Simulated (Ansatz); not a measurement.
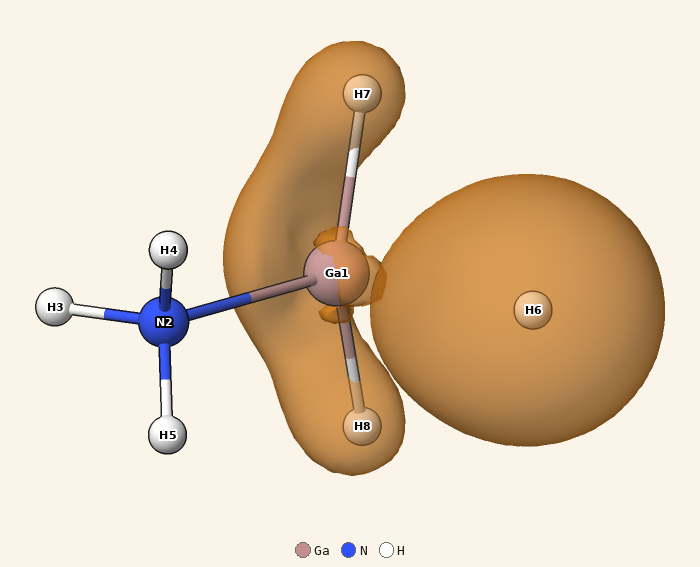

Figure 1: GaH$_{5}$N···H (Ga(NH3)H3) (charge +1, doublet). Isosurfaces of the spin density at +0.02 (orange) and −0.02 e/Å³ (purple), seen at a tilt.

Geometry: PBE0-D4/def2-TZVP.

These are results of UKS PBE0-D4/def2-TZVP in Ansatz, not measurements.

```yaml
atoms:
  - { symbol: Ga, position_ang: [-0.3404, 0.0109, -0.9789] }
  - { symbol: N, position_ang: [-0.0638, -0.0026, 1.0675] }
  - { symbol: H, position_ang: [-0.9609, 0.0198, 1.5534] }
  - { symbol: H, position_ang: [0.4605, 0.8047, 1.4019] }
  - { symbol: H, position_ang: [0.4174, -0.8382, 1.3971] }
  - { symbol: H, position_ang: [1.5314, -0.0271, -1.6644] }
  - { symbol: H, position_ang: [-0.4915, 1.4935, -1.3826] }
  - { symbol: H, position_ang: [-0.5526, -1.4610, -1.3941] }
```

Q: Describe the spin distribution.

A: The unpaired spin (1 electron) lies mostly on H6 (about 0.7) and Ga1 (about 0.2), in electrons by Hirshfeld's partition.
